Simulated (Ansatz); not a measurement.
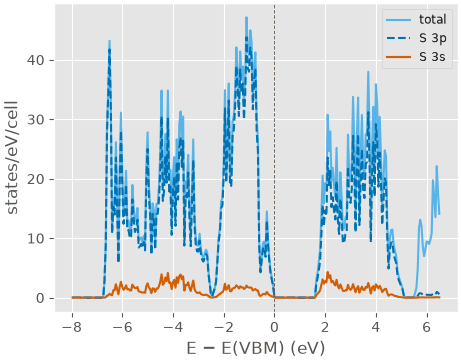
Total and projected density of states of S (α-S8, Fddd), DFT-LDA in the program Ansatz with PAW potentials

**Question.** Which orbitals carry the states next to the gap?

**Answer.** Top 1 eV of the valence band: S 3p 93 %. Bottom 1 eV of the conduction band: S 3p 77 %, S 3s 13 %, outside the projected shells 10 %. Projections are on Löwdin-orthogonalised atomic valence shells; empty p or d shells of many metals are not among them.

**Question.** Where is the tallest occupied peak in this window, and what makes it?

**Answer.** Near -1.1 eV, about 47 states/eV per cell; the largest projected share is S 3p.

The cell was relaxed with LDA under the symmetry of its start. A crystal of weakly bound molecules computed without a dispersion correction: the cell and the soft elastic constants depend strongly on that.

Potentials: the earlier of the program's two PAW sets. The files were generated under PBE; for other functionals the program regenerates the frozen cores, and for LDA and PBEsol the local potential too.
